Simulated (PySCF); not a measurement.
# CH2F (SMILES [CH2]F): UCISD/STO-6G

What is the vertical doublet–quartet gap of CH2F at UCISD/STO-6G? 

Program for the calculation: PySCF 2.14.0.

9 further runs of the same task are left out: 9 set aside as unsound or not needed.

## Step 1: The structure to begin with

The species is CH2F (4 atoms), meant as a doublet with charge 0. SMILES: `[CH2]F`. The coordinates come from a PBE0-D4/def2-TZVP relaxation.

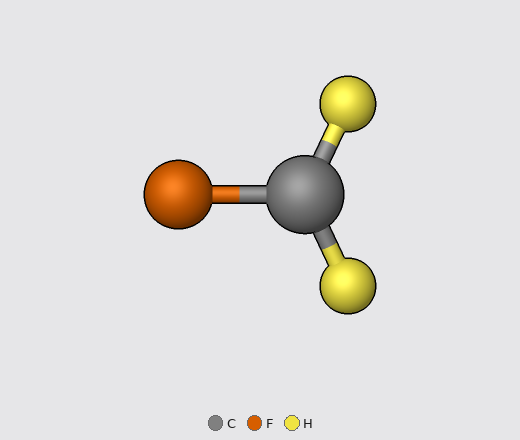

The structure, seen from a chosen angle (carbon grey, fluorine orange, hydrogen yellow).

## Step 2: The energy at UCISD/STO-6G

geometry.xyz reads:

```xyz
4
CH2F
C     -0.030100    -0.057600    -0.131100
F      0.950000     0.694000     0.364600
H     -0.946900     0.472300    -0.352500
H      0.027000    -1.108700     0.119000
```

run.py reads:

```python
from pyscf import gto, scf, ci

mol = gto.M(
    atom='geometry.xyz',
    spin=1,
    verbose=3,
    max_memory=1860,
    basis='sto-6g',
    charge=0,
)

mf = scf.UHF(mol)
mf.conv_tol = 1e-10
mf.kernel()
if not mf.converged:
    mf = mf.newton().run(mf.mo_coeff, mf.mo_occ)

cisd = ci.CISD(mf, frozen=2)
cisd.kernel()
etot = cisd.e_tot
print(f'total energy: {etot:.8f} hartree')
```

On the command line:

```
$ OMP_NUM_THREADS=1 python run.py
```

Output:

```text
converged SCF energy = -137.836717572381  <S^2> = 0.76125548  2S+1 = 2.011224
E(UCISD) = -137.9126401401105  E_corr = -0.075922567729968
total energy: -137.91264014 hartree
```

It took 1.1 s on 1 thread of AMD EPYC 7B13 (Zen 3), shared host; peak memory 0.1 GiB.

## Step 3: The quartet

input.py reads:

```python
from pyscf import gto, scf, ci

mol = gto.M(
    atom='''
C   -0.030100  -0.057600  -0.131100
F    0.950000   0.694000   0.364600
H   -0.946900   0.472300  -0.352500
H    0.027000  -1.108700   0.119000
''',
    charge=0,
    max_memory=1860,
    basis='sto-6g',
    verbose=4,
    spin=3,
)

mf = scf.UHF(mol)
mf.conv_tol = 1e-10
mf.kernel()
if not mf.converged:
    mf = mf.newton().run(mf.mo_coeff, mf.mo_occ)

cisd = ci.CISD(mf, frozen=2)
cisd.kernel()
e_final = cisd.e_tot
print('E(%s) = %.9f' % ('CISD', e_final))
```

On the command line:

```
$ OMP_NUM_THREADS=1 python input.py
```

Output:

```text
PySCF version 2.14.0

[INPUT] num. atoms = 4
[INPUT] num. electrons = 17
[INPUT] charge = 0
[INPUT] spin (= nelec alpha-beta = 2S) = 3
[INPUT] symmetry False subgroup None
[INPUT] Mole.unit = angstrom
[INPUT] Symbol           X                Y                Z      unit          X                Y                Z       unit  Magmom
[INPUT]  1 C     -0.030100000000  -0.057600000000  -0.131100000000 AA   -0.056880756349  -0.108848224775  -0.247743094930 Bohr   0.0
[INPUT]  2 F      0.950000000000   0.694000000000   0.364600000000 AA    1.795239818337   1.311469930448   0.688994145016 Bohr   0.0
[INPUT]  3 H     -0.946900000000   0.472300000000  -0.352500000000 AA   -1.789381667351   0.892517648632  -0.666128458909 Bohr   0.0
[INPUT]  4 H      0.027000000000  -1.108700000000   0.119000000000 AA    0.051022605363  -2.095139354305   0.224877408823 Bohr   0.0

[... 27 lines left out ...]
WARN: HOMO 0.414738073335769 >= LUMO -0.391950900117028
[... 5 lines left out ...]
WARN: HOMO 0.138593939411926 >= LUMO 0.0790814863731388
[... 54 lines left out ...]
converged SCF energy = -137.414170620993  <S^2> = 3.7579295  2S+1 = 4.0039628
[... 1 line left out ...]
******** <class 'pyscf.ci.ucisd.UCISD'> ********
CISD nocc = (np.int64(8), np.int64(5)), nmo = (10, 10)
frozen orbitals 2
max_cycle = 50
direct = 0
conv_tol = 1e-09
max_cycle = 50
max_space = 12
lindep = 0
nroots = 1
Init t2, MP2 energy = -0.0294967907403279
UCISD converged
E(UCISD) = -137.4608806758702  E_corr = -0.04671005487678086
E(CISD) = -137.460880676
```

Wall time 1.1 s (1 thread of AMD EPYC 7B13 (Zen 3), shared host); peak memory 0.1 GiB.

## Step 4: Summary of results

Level: UCISD/STO-6G, 2 core orbitals frozen.

| quantity | value |
| --- | --- |
| doublet: total energy | -137.91264 Eh |
| doublet: dipole moment (Hartree–Fock density) | 0.99 D |
| doublet: HOMO energy (Hartree–Fock orbitals) (highest over α and β) | -8.67 eV |
| doublet: LUMO energy (Hartree–Fock orbitals) (lowest over α and β) | 8.52 eV |
| doublet: correlation energy (2 core orbitals frozen) | -75.9 mEh |
| doublet: ⟨S²⟩ of the reference determinant | 0.761 |
| quartet: total energy | -137.46088 Eh |
| quartet: dipole moment (Hartree–Fock density) | 1.36 D |
| quartet: HOMO energy (Hartree–Fock orbitals) (highest over α and β) | 0.38 eV |
| quartet: LUMO energy (Hartree–Fock orbitals) (lowest over α and β) | 5.96 eV |
| quartet: correlation energy (2 core orbitals frozen) | -46.7 mEh |
| quartet: ⟨S²⟩ of the reference determinant | 3.758 |
| vertical energy of the quartet above the doublet | 12.293 eV |

In words: At this shape the quartet lies 12.29 eV (283 kcal/mol) above the doublet. In a minimal basis such a difference can be off by several eV, whatever the method.
